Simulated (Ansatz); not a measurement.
# C₃H₂F₄: a ladder of functionals and wavefunction methods

How much do the methods differ for C₃H₂F₄? The plan is to run it at one geometry with functionals of several rungs and with coupled cluster, and see how far each lands from CCSD(T) at the basis-set limit for the atomisation energy.

Computed with Ansatz 0.2.0, Gaussian basis. Level: functionals in def2-TZVPP, the program's frozen cores in correlated methods.

Levels to be run: PBE-D4, r2SCAN-D4, PBE0-D4, B3LYP-D4, ωB97X-V, ωB97M-V, B2PLYP; CCSD(T)/def2-TZVPP; MP2/def2-QZVPP; extrapolation to the limit.

## Step 1: The geometry

All runs share one geometry, relaxed beforehand with PBE0-D4 in a triple-zeta def2 set.

SMILES `F/C=C(/F)C(F)F`, 9 atoms, charge 0, spin multiplicity 1.

Atoms are counted from 1 here; the program's logs count them from 0.

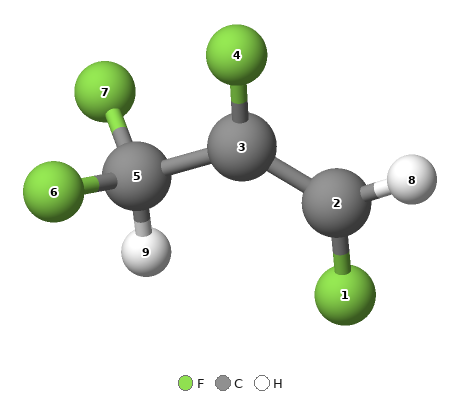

The geometry (fluorine green, carbon grey, hydrogen white); atoms are numbered from 1 in the order of the file.

## Step 2: PBE-D4 (GGA)

in.yaml reads:

```yaml
crystal:
  periodic: [false, false, false]
  atoms:
    - {symbol: F, position_ang: [-1.320192, 1.605046, 0.318649]}
    - {symbol: C, position_ang: [-1.384694, 0.278523, 0.227832]}
    - {symbol: C, position_ang: [-0.300051, -0.448508, 0.014981]}
    - {symbol: F, position_ang: [-0.406339, -1.773159, -0.069552]}
    - {symbol: C, position_ang: [1.081816, 0.083060, -0.146133]}
    - {symbol: F, position_ang: [1.895729, -0.443938, 0.800029]}
    - {symbol: F, position_ang: [1.582321, -0.281135, -1.351231]}
    - {symbol: H, position_ang: [-2.378826, -0.134648, 0.341370]}
    - {symbol: H, position_ang: [1.104136, 1.172359, -0.066946]}
basis:
  gaussian: {orbitals: def2-TZVPP}
hamiltonian: {xc: pbe, dispersion: d4}
output: {forces: true, orbitals: {seedname: orbitals}}
```

Command:

```
ansatz run in.yaml --threads 4 --pin off --events-out ev --progress --plain --max-ram 10444MiB
```

What it wrote (excerpt; [...] marks lines left out):

```text
Functional definition: PBE
  name "PBE"
  cite "Perdew, Burke & Ernzerhof, Phys. Rev. Lett. 77, 3865 (1996) doi:10.1103/PhysRevLett.77.3865"
  parent pbe
[...]
1282 factors; their error is unknown
[...]
mean field -14001.72807187 eV, -514.5540159292 hartree, gradient 2.1e-5 eV, S^2 0.000000; 0 other end points of the search recorded, 0 dependent functions left out
[...]
reference -14001.72810098 eV, -514.5540169987 hartree; 28, 28 occupied and 217, 217 virtual orbitals, 1282 factors
Total energy: -14001.88794438 eV, -514.5598911356 hartree
Atom 0 at    -1.320192     1.605046     0.318649 Å, force    -0.005726     0.752601     0.057599 eV/Å
Atom 1 at    -1.384694     0.278523     0.227832 Å, force    -0.454406    -0.135711     0.055956 eV/Å
Atom 2 at    -0.300051    -0.448508     0.014981 Å, force     0.416677     0.162487    -0.048426 eV/Å
Atom 3 at    -0.406339    -1.773159    -0.069552 Å, force    -0.053253    -0.770556    -0.050553 eV/Å
Atom 4 at     1.081816     0.083060    -0.146133 Å, force    -0.496355     0.310882     0.096048 eV/Å
Atom 5 at     1.895729    -0.443938     0.800029 Å, force     0.521923    -0.312051     0.636970 eV/Å
Atom 6 at     1.582321    -0.281135    -1.351231 Å, force     0.312853    -0.203537    -0.797632 eV/Å
Atom 7 at    -2.378826    -0.134648     0.341370 Å, force    -0.243709    -0.100028     0.027993 eV/Å
Atom 8 at     1.104136     1.172359    -0.066946 Å, force     0.001997     0.295913     0.022045 eV/Å
Dipole moment:    -0.350633     0.207856     0.066794 e Å
```

Wall time 2.5 s (4 threads of Arm Neoverse V1, shared host); peak memory 0.29 GiB.

Atomisation energy: 3928.4 kJ/mol (free atoms -13961.173 eV, run apart). HOMO -6.72 eV, LUMO -1.59 eV.

## Step 3: r2SCAN-D4 (meta-GGA)

in.yaml, as its differences from that of step 2:

```diff
@@ -14,3 +14,3 @@
   gaussian: {orbitals: def2-TZVPP}
-hamiltonian: {xc: pbe, dispersion: d4}
+hamiltonian: {xc: r2scan, dispersion: d4}
 output: {forces: true, orbitals: {seedname: orbitals}}
```

The command is unchanged.

What it wrote (excerpt; [...] marks lines left out):

```text
Functional definition: r2SCAN
  name "r2SCAN"
  cite "Furness, Kaplan, Ning, Perdew & Sun, J. Phys. Chem. Lett. 11, 8208 (2020) doi:10.1021/acs.jpclett.0c02405"
  cite "Furness, Kaplan, Ning, Perdew & Sun, J. Phys. Chem. Lett. 11, 9248 (2020) doi:10.1021/acs.jpclett.0c03077"
  parent r2scan
[...]
1282 factors; their error is unknown
[...]
mean field -14009.54902896 eV, -514.8414308008 hartree, gradient 3.7e-5 eV, S^2 0.000000; 0 other end points of the search recorded, 0 dependent functions left out
[...]
reference -14009.54903707 eV, -514.8414310989 hartree; 28, 28 occupied and 217, 217 virtual orbitals, 1282 factors
Total energy: -14009.58956931 eV, -514.8429206313 hartree
Atom 0 at    -1.320192     1.605046     0.318649 Å, force     0.029300     0.341716     0.021456 eV/Å
Atom 1 at    -1.384694     0.278523     0.227832 Å, force    -0.311231    -0.229262     0.028045 eV/Å
Atom 2 at    -0.300051    -0.448508     0.014981 Å, force     0.236386     0.231199    -0.016980 eV/Å
Atom 3 at    -0.406339    -1.773159    -0.069552 Å, force     0.001320    -0.354123    -0.027067 eV/Å
Atom 4 at     1.081816     0.083060    -0.146133 Å, force    -0.355654     0.294353     0.074311 eV/Å
Atom 5 at     1.895729    -0.443938     0.800029 Å, force     0.245431    -0.184460     0.264269 eV/Å
Atom 6 at     1.582321    -0.281135    -1.351231 Å, force     0.156284    -0.138235    -0.347242 eV/Å
Atom 7 at    -2.378826    -0.134648     0.341370 Å, force    -0.006822     0.016482     0.002307 eV/Å
Atom 8 at     1.104136     1.172359    -0.066946 Å, force     0.004986     0.022329     0.000900 eV/Å
Dipole moment:    -0.363816     0.218367     0.069509 e Å
```

It took 4.6 s on 4 threads of Arm Neoverse V1, shared host; peak memory 0.32 GiB.

Atomisation energy: 3764.4 kJ/mol (free atoms -13970.575 eV, run apart). HOMO -7.00 eV, LUMO -1.40 eV.

## Step 4: PBE0-D4 (hybrid)

in.yaml, as its differences from that of step 3:

```diff
@@ -14,3 +14,3 @@
   gaussian: {orbitals: def2-TZVPP}
-hamiltonian: {xc: r2scan, dispersion: d4}
-output: {forces: true, orbitals: {seedname: orbitals}}
+hamiltonian: {xc: pbe0, dispersion: d4}
+output: {orbitals: {seedname: orbitals}}
```

The command is unchanged.

What it wrote:

```text
Functional definition: PBE0
  name "PBE0"
  cite "Adamo & Barone, J. Chem. Phys. 110, 6158 (1999) doi:10.1063/1.478522"
  cite "Perdew, Burke & Ernzerhof, Phys. Rev. Lett. 77, 3865 (1996) doi:10.1103/PhysRevLett.77.3865"
  parent pbe
  parameter a = 0.25
  parameter kappa = 0.804
  parameter beta = 0.06672455060314922
  exchange = (1 - a)*pbe_x(kappa = kappa, mu = beta*pi^2/3) + a*exact_x
  correlation = pbe_c(beta = beta)
1282 factors; their error is unknown
mean field evaluation 1: about -13999.3041 eV, gradient 3.9e1 eV
mean field evaluation 2: about -13999.9254 eV, gradient 3.6e1 eV
mean field evaluation 4: about -14001.7146 eV, gradient 1.8e0 eV
mean field evaluation 8: about -14001.7194 eV, gradient 2.6e-2 eV
mean field evaluation 16: about -14001.7602 eV, gradient 7.0e-5 eV
mean field -14001.76019974 eV, -514.5551966064 hartree, gradient 7.0e-5 eV, S^2 0.000000; 0 other end points of the search recorded, 0 dependent functions left out
reference -14001.76022114 eV, -514.5551973931 hartree; 28, 28 occupied and 217, 217 virtual orbitals, 1282 factors
Total energy: -14001.89340796 eV, -514.5600919185 hartree
```

It took 2.9 s on 4 threads of Arm Neoverse V1, shared host; peak memory 0.57 GiB.

Atomisation energy: 3773.4 kJ/mol (free atoms -13962.785 eV, run apart). HOMO -8.12 eV, LUMO -0.59 eV.

## Step 5: B3LYP-D4 (hybrid)

B3LYP here takes the VWN-RPA correlation.

in.yaml, as its differences from that of step 4:

```diff
@@ -14,3 +14,3 @@
   gaussian: {orbitals: def2-TZVPP}
-hamiltonian: {xc: pbe0, dispersion: d4}
-output: {orbitals: {seedname: orbitals}}
+hamiltonian: {xc: {name: B3LYP}, dispersion: d4}
+output: {forces: true, orbitals: {seedname: orbitals}}
```

Launched as before.

What it wrote (excerpt; [...] marks lines left out):

```text
Functional definition: B3LYP
  name "B3LYP"
  cite "Stephens, Devlin, Chabalowski & Frisch, J. Phys. Chem. 98, 11623 (1994) doi:10.1021/j100096a001"
  cite "Becke, Phys. Rev. A 38, 3098 (1988) doi:10.1103/PhysRevA.38.3098"
  cite "Lee, Yang & Parr, Phys. Rev. B 37, 785 (1988) doi:10.1103/PhysRevB.37.785"
  cite "Vosko, Wilk & Nusair, Can. J. Phys. 58, 1200 (1980) doi:10.1139/p80-159"
[...]
1282 factors; their error is unknown
[...]
mean field -14015.80275248 eV, -515.0712509014 hartree, gradient 5.1e-5 eV, S^2 0.000000; 0 other end points of the search recorded, 0 dependent functions left out
[...]
reference -14015.80295949 eV, -515.0712585088 hartree; 28, 28 occupied and 217, 217 virtual orbitals, 1282 factors
Total energy: -14016.05752533 eV, -515.0806136309 hartree
Atom 0 at    -1.320192     1.605046     0.318649 Å, force     0.005796     0.425317     0.031194 eV/Å
Atom 1 at    -1.384694     0.278523     0.227832 Å, force    -0.177334    -0.407425    -0.004911 eV/Å
Atom 2 at    -0.300051    -0.448508     0.014981 Å, force    -0.035365     0.335567     0.030467 eV/Å
Atom 3 at    -0.406339    -1.773159    -0.069552 Å, force    -0.028631    -0.429697    -0.028409 eV/Å
Atom 4 at     1.081816     0.083060    -0.146133 Å, force    -0.281397     0.377424     0.069780 eV/Å
Atom 5 at     1.895729    -0.443938     0.800029 Å, force     0.268175    -0.155781     0.312187 eV/Å
Atom 6 at     1.582321    -0.281135    -1.351231 Å, force     0.165091    -0.102327    -0.394866 eV/Å
Atom 7 at    -2.378826    -0.134648     0.341370 Å, force     0.070704     0.039249    -0.007262 eV/Å
Atom 8 at     1.104136     1.172359    -0.066946 Å, force     0.012961    -0.082328    -0.008181 eV/Å
Dipole moment:    -0.378177     0.227372     0.072282 e Å
```

It took 4.4 s on 4 threads of Arm Neoverse V1, shared host; peak memory 0.64 GiB.

With the free atoms at this level, -13977.491 eV in sum, the atomisation energy is 3721.1 kJ/mol. HOMO -7.91 eV, LUMO -0.88 eV.

## Step 6: ωB97X-V (range-separated)

in.yaml, as its differences from that of step 5:

```diff
@@ -14,3 +14,3 @@
   gaussian: {orbitals: def2-TZVPP}
-hamiltonian: {xc: {name: B3LYP}, dispersion: d4}
-output: {forces: true, orbitals: {seedname: orbitals}}
+hamiltonian: {xc: {name: wB97X-V}}
+output: {orbitals: {seedname: orbitals}}
```

Same command.

What it wrote (excerpt; [...] marks lines left out):

```text
Functional definition: wB97X-V
  name "wB97X-V"
  cite "Mardirossian & Head-Gordon, Phys. Chem. Chem. Phys. 16, 9904 (2014) doi:10.1039/C3CP54374A"
  cite "Becke, J. Chem. Phys. 107, 8554 (1997) doi:10.1063/1.475007"
  cite "Vydrov & Van Voorhis, J. Chem. Phys. 133, 244103 (2010) doi:10.1063/1.3521275"
[...]
      + integral(e_c_pw_opposite_spin*poly(b97_u_opposite, cos0, cos1)) + vv10(b, c)
1282 factors; their error is unknown
267 factors; integrals over basis functions are off by at most 8.9e-6 eV
[...]
mean field -14011.24512182 eV, -514.9037610637 hartree, gradient 7.6e-5 eV, S^2 0.000000; 0 other end points of the search recorded, 0 dependent functions left out
reference -14011.24512038 eV, -514.9037610110 hartree; 28, 28 occupied and 217, 217 virtual orbitals, 1282 factors
Total energy: -14011.24512038 eV, -514.9037610110 hartree
```

Wall time 7.5 s (4 threads of Arm Neoverse V1, shared host); peak memory 0.7 GiB.

Atomisation energy: 3745.0 kJ/mol (free atoms -13972.430 eV, run apart). HOMO -10.49 eV, LUMO 1.73 eV.

## Step 7: ωB97M-V (range-separated)

in.yaml, as its differences from that of step 6:

```diff
@@ -14,3 +14,3 @@
   gaussian: {orbitals: def2-TZVPP}
-hamiltonian: {xc: {name: wB97X-V}}
-output: {orbitals: {seedname: orbitals}}
+hamiltonian: {xc: {name: wB97M-V}}
+output: {forces: true, orbitals: {seedname: orbitals}}
```

Same command.

What it wrote (excerpt; [...] marks lines left out):

```text
Functional definition: wB97M-V
  name "wB97M-V"
  cite "Mardirossian & Head-Gordon, J. Chem. Phys. 144, 214110 (2016) doi:10.1063/1.4952647"
  cite "Becke, J. Chem. Phys. 107, 8554 (1997) doi:10.1063/1.475007"
  cite "Vydrov & Van Voorhis, J. Chem. Phys. 133, 244103 (2010) doi:10.1063/1.3521275"
  # Of w^i u^j: cxij and so on, Table III.
[...]
  gx(w, u) = 1 - cx + cx01*u + cx10*w
  gss(w, u) = css00 + css04*u^4 + css10*w + css20*w^2 + css43*w^4*u^3
  gos(w, u) = cos00 + cos10*w + (cos20 + cos21*u)*w^2 + (cos60 + cos61*u)*w^6
[...]
      + integral(e_c_pw_mod_opposite_spin*gos(b97_w_opposite, b97_u_opposite)) + vv10(b, c)
1282 factors; their error is unknown
267 factors; integrals over basis functions are off by at most 8.9e-6 eV
[...]
Total energy: -14012.14160031 eV, -514.9367060409 hartree
Atom 0 at    -1.320192     1.605046     0.318649 Å, force     0.041964     0.336615     0.019227 eV/Å
Atom 1 at    -1.384694     0.278523     0.227832 Å, force    -0.009465    -0.450430    -0.032603 eV/Å
Atom 2 at    -0.300051    -0.448508     0.014981 Å, force    -0.206551     0.357769     0.057072 eV/Å
Atom 3 at    -0.406339    -1.773159    -0.069552 Å, force    -0.005025    -0.328719    -0.024222 eV/Å
Atom 4 at     1.081816     0.083060    -0.146133 Å, force    -0.097001     0.339213     0.040005 eV/Å
Atom 5 at     1.895729    -0.443938     0.800029 Å, force     0.117530    -0.100602     0.154821 eV/Å
Atom 6 at     1.582321    -0.281135    -1.351231 Å, force     0.066508    -0.074186    -0.194872 eV/Å
Atom 7 at    -2.378826    -0.134648     0.341370 Å, force     0.092072     0.029153    -0.011135 eV/Å
Atom 8 at     1.104136     1.172359    -0.066946 Å, force    -0.000033    -0.108814    -0.008292 eV/Å
Dipole moment:    -0.376944     0.228260     0.072170 e Å
```

Run time: 11 s. Hardware: 4 threads of Arm Neoverse V1, shared host; peak memory 0.82 GiB.

With the free atoms at this level, -13973.277 eV in sum, the atomisation energy is 3749.8 kJ/mol. HOMO -10.40 eV, LUMO 1.63 eV.

## Step 8: B2PLYP (double hybrid)

in.yaml, as its differences from that of step 7:

```diff
@@ -14,3 +14,2 @@
   gaussian: {orbitals: def2-TZVPP}
-hamiltonian: {xc: {name: wB97M-V}}
-output: {forces: true, orbitals: {seedname: orbitals}}
+hamiltonian: {xc: {name: B2PLYP}}
```

Launched as before.

What it wrote (excerpt; [...] marks lines left out):

```text
Functional definition: B2PLYP
  name "B2PLYP"
  cite "Grimme, J. Chem. Phys. 124, 034108 (2006) doi:10.1063/1.2148954"
  cite "Becke, Phys. Rev. A 38, 3098 (1988) doi:10.1103/PhysRevA.38.3098"
  cite "Lee, Yang & Parr, Phys. Rev. B 37, 785 (1988) doi:10.1103/PhysRevB.37.785"
[...]
1594 factors; integrals over basis functions are off by at most 9.7e-4 eV
[...]
mean field -13994.56459741 eV, -514.2907630982 hartree, gradient 4.7e-6 eV, S^2 0.000000; 0 other end points of the search recorded, 0 dependent functions left out
7 core orbitals not correlated: weight in the atoms' cores, before any rotation towards them, 1.000 or more for the frozen orbitals, at most 0.000 for the correlated occupied ones
reference -13994.56472858 eV, -514.2907679187 hartree; 21, 21 occupied and 217, 217 virtual orbitals, 1594 factors
second order -47.24750602 eV of doubles, -0.00000000 eV of singles
Total energy: -14007.32155521 eV, -514.7595726503 hartree
```

It took 6 s on 4 threads of Arm Neoverse V1, shared host; peak memory 0.67 GiB.

With the free atoms at this level, -13969.036 eV in sum, the atomisation energy is 3694.0 kJ/mol.

## Step 9: Frontier levels by functional

Dipoles come from the runs that computed forces. Levels are read from the orbital files that the runs wrote:

| functional | HOMO (eV) | LUMO (eV) | gap (eV) | dipole (D) |
| --- | --- | --- | --- | --- |
| PBE-D4 | -6.72 | -1.59 | 5.13 | 1.98 |
| r2SCAN-D4 | -7.00 | -1.40 | 5.60 | 2.07 |
| PBE0-D4 | -8.12 | -0.59 | 7.53 |  |
| B3LYP-D4 | -7.91 | -0.88 | 7.03 | 2.15 |
| ωB97X-V | -10.49 | 1.73 | 12.22 |  |
| ωB97M-V | -10.40 | 1.63 | 12.03 | 2.14 |

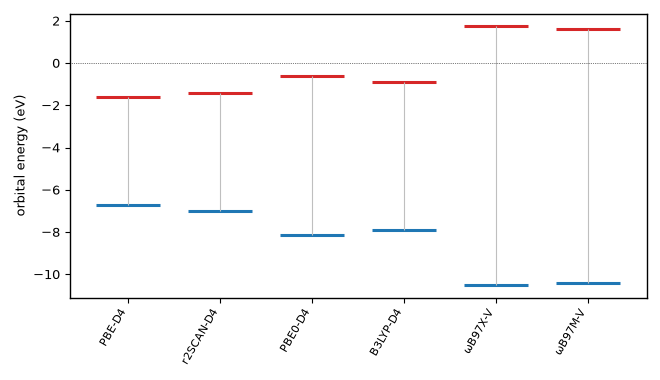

Highest occupied (blue) and lowest empty (red) level by functional.

## Step 10: CCSD(T) in def2-TZVPP

in.yaml, as its differences from that of step 8:

```diff
@@ -14,2 +14,2 @@
   gaussian: {orbitals: def2-TZVPP}
-hamiltonian: {xc: {name: B2PLYP}}
+correlation: {method: ccsd_t}
```

Same command.

What it wrote (excerpt; [...] marks lines left out):

```text
Functional definition: HF
  name "HF"
  cite "Fock, Z. Phys. 61, 126 (1930) doi:10.1007/BF01340294"
  parent pbe
[...]
1594 factors; integrals over basis functions are off by at most 9.7e-4 eV
[...]
mean field -13951.17742606 eV, -512.6963139601 hartree, gradient 1.7e-6 eV, S^2 0.000000; 0 other end points of the search recorded, 0 dependent functions left out
7 core orbitals not correlated: weight in the atoms' cores, before any rotation towards them, 1.000 or more for the frozen orbitals, at most 0.000 for the correlated occupied ones
reference -13951.17742606 eV, -512.6963139601 hartree; 21, 21 occupied and 217, 217 virtual orbitals, 1594 factors
second order -39.62738258 eV of doubles, -0.00000000 eV of singles
cycle   1  -39.10619933 eV  change    5.2e-1 eV  update   1.3e-1
[...]
cycle   9  -40.10158042 eV  change    6.1e-6 eV  update   3.0e-5
perturbative correction -1.40733048 eV, -0.0517184412 hartree
Total energy: -13992.68633696 eV, -514.2217382999 hartree
```

Run time: 5.4 min. Hardware: 4 threads of Arm Neoverse V1, shared host; peak memory 6 GiB.

## Step 11: MP2 in def2-QZVPP

in.yaml, as its differences from that of step 10:

```diff
@@ -13,3 +13,3 @@
 basis:
-  gaussian: {orbitals: def2-TZVPP}
-correlation: {method: ccsd_t}
+  gaussian: {orbitals: "def2-QZVPP.json"}
+correlation: {method: mp2}
```

Same command.

What it wrote:

```text
Functional definition: HF
  name "HF"
  cite "Fock, Z. Phys. 61, 126 (1930) doi:10.1007/BF01340294"
  parent pbe
  exchange = exact_x
  correlation = 0
2877 factors; integrals over basis functions are off by at most 1.1e-3 eV
mean field evaluation 1: about -13948.3911 eV, gradient 4.0e1 eV
mean field evaluation 2: about -13948.5788 eV, gradient 4.0e1 eV
mean field evaluation 4: about -13951.7223 eV, gradient 4.6e0 eV
mean field evaluation 8: about -13951.7778 eV, gradient 2.6e-1 eV
mean field -13951.77804157 eV, -512.7183861727 hartree, gradient 2.5e-6 eV, S^2 0.000000; 0 other end points of the search recorded, 0 dependent functions left out
7 core orbitals not correlated: weight in the atoms' cores, before any rotation towards them, 1.000 or more for the frozen orbitals, at most 0.000 for the correlated occupied ones
reference -13951.77804157 eV, -512.7183861727 hartree; 21, 21 occupied and 431, 431 virtual orbitals, 2877 factors
second order -43.10632797 eV of doubles, -0.00000000 eV of singles
Total energy: -13994.88436954 eV, -514.3025145072 hartree
```

Run time: 23 s. Hardware: 4 threads of Arm Neoverse V1, shared host; peak memory 2.7 GiB.

The pieces so far (eV):

| basis | HF | MP2 correlation | CCSD correlation | (T) | total |
| --- | --- | --- | --- | --- | --- |
| def2-TZVPP | -13951.1774 | -39.6274 | -40.1016 | -1.4073 | -13992.6863 |
| def2-QZVPP | -13951.7780 | -43.1063 |  |  | -13994.8844 (MP2) |

The report of the def2-TZVPP run gives T1 = 0.0124.

## Step 12: Extrapolating to the complete basis

This step is arithmetic on the last runs, with X = 3 and 4: exp(−7.88√X) for Hartree-Fock, X^−2.97 for correlation; only MP2 was run in the larger set, so CCSD(T) minus MP2 is added from the smaller one.

| level | energy at the limit (eV) |
| --- | --- |
| HF | -13951.8608 |
| MP2 | -13997.5441 |
| CCSD | -13998.0183 |
| CCSD(T) | -13999.4256 |

## Step 13: The ladder

Free atoms (4 F, 3 C, 2 H) were run apart at each level; the atomisation energy is their sum less the molecule, without zero-point or spin-orbit terms.

Differences are taken before rounding.

| method | rung | atomisation energy (kJ/mol) | from CCSD(T)/CBS (kJ/mol) | time |
| --- | --- | --- | --- | --- |
| PBE-D4 | GGA | 3928.4 | +203.5 | 2.5 s |
| r2SCAN-D4 | meta-GGA | 3764.4 | +39.5 | 4.6 s |
| PBE0-D4 | hybrid | 3773.4 | +48.5 | 2.9 s |
| B3LYP-D4 | hybrid | 3721.1 | -3.8 | 4.4 s |
| ωB97X-V | range-separated | 3745.0 | +20.2 | 7.5 s |
| ωB97M-V | range-separated | 3749.8 | +25.0 | 11 s |
| B2PLYP | double hybrid | 3694.0 | -30.9 | 6 s |
| HF/def2-TZVPP | wavefunction | 2552.2 | -1172.7 |  |
| MP2/def2-TZVPP | wavefunction | 3777.7 | +52.8 |  |
| CCSD/def2-TZVPP | wavefunction | 3536.3 | -188.5 |  |
| CCSD(T)/def2-TZVPP | wavefunction | 3620.1 | -104.8 | 5.4 min |
| MP2/CBS | wavefunction | 3882.5 | +157.7 |  |
| CCSD(T)/CBS | wavefunction | 3724.9 | 0 | 5.8 min |

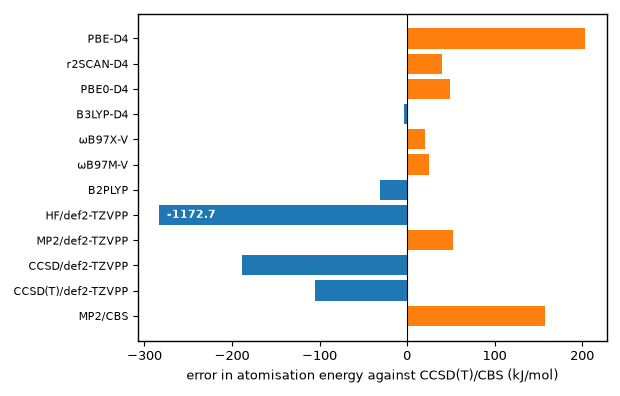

How far each level lands from CCSD(T)/CBS. Bars with a number in them are cut short.

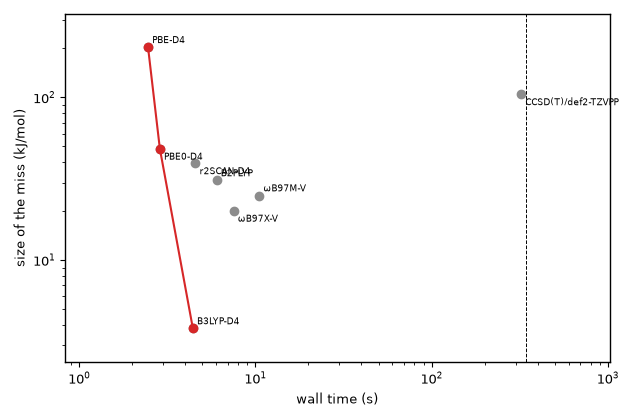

Accuracy for the time spent; red marks the levels that beat every quicker one drawn (of those quicker than the yardstick), and the dashed line is the time of CCSD(T)/CBS. Times are from a shared host.

B2PLYP carry no dispersion term (for B3LYP, D4 adds 24.6 kJ/mol).

Times are those of the molecule's run; HF, MP2 and CCSD come out of the CCSD(T) runs, and the limit's time is the sum of the runs that it needs.

## Step 14: Summary of results

| quantity | value |
| --- | --- |
| atomisation energy, CCSD(T)/CBS | 3724.9 kJ/mol |
| functionals within 18.6 kJ/mol (0.5 %) | B3LYP-D4 |
| farthest | PBE-D4 (+203.5 kJ/mol) |
| mean size of error, hybrid | 26.2 kJ/mol |
| mean size of error, range-separated | 22.6 kJ/mol |
| gap, smallest and largest | 5.13 eV (PBE-D4), 12.22 eV (ωB97X-V) |
| T1 diagnostic | 0.0124 |
| triples share of the correlation energy | 3.4 % |

In words: PBE-D4 is off by +203.5 kJ/mol. Double hybrids carry the basis error of their MP2 part in triple zeta, and no dispersion term here, so their miss is partly the set-up's. The reference freezes the cores and leaves out relativity and excitations past (T), so misses under about 18.6 kJ/mol can't be ranked. Hartree-Fock recovers 69 % of the binding; the rest is correlation. The gap grows from 5.1 to 12.2 eV across the functionals, mostly with the share of exact exchange.

For cost: B3LYP-D4 gets within 3.8 kJ/mol in 4.4 s, where CCSD(T)/CBS took 5.8 min; the quickest level in the cost chart, PBE-D4, takes 2.5 s and misses by 203.5 kJ/mol.
